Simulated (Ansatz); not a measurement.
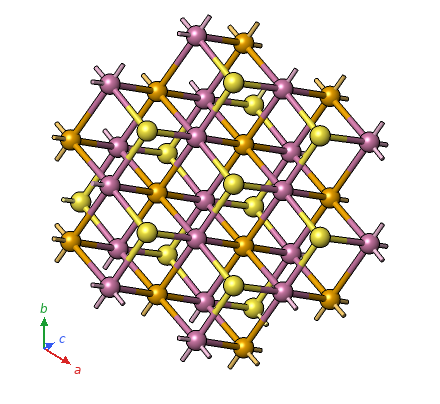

A cut-out of a periodic net derived from a crystal structure. Nodes are coloured by topological kind. One layer is drawn. Short stubs are edges that leave the cut-out.

Classify the net: periodicity, connectivity, name.

A trinodal (3,6,6)-connected, two-periodic (layers) net.

Give point symbol and coordination sequence of each kind of node.

3-connected node: 4³, sequence 3, 12, 19, 39, 30; 6-connected node: 4⁹·6⁶, sequence 6, 12, 28, 24, 45; 6-connected node: 4¹²·6³, sequence 6, 18, 18, 36, 30.

Where the net comes from. Bi₂Se₃ (space group R-3m, No. 166): coordinates from a relaxation with Ansatz, DFT PBEsol, scalar-relativistic, plane waves, PAW. Bonds are taken as Bi–Se below 3.4 Å; no other contact counts. Atoms with one bond or none are removed and atoms with two bonds are replaced by edges, until no such atom is left. Se(6c) is a 3-connected node; Bi is a 6-connected node; Se(3a) is a 6-connected node, in the ratio 2:2:1.
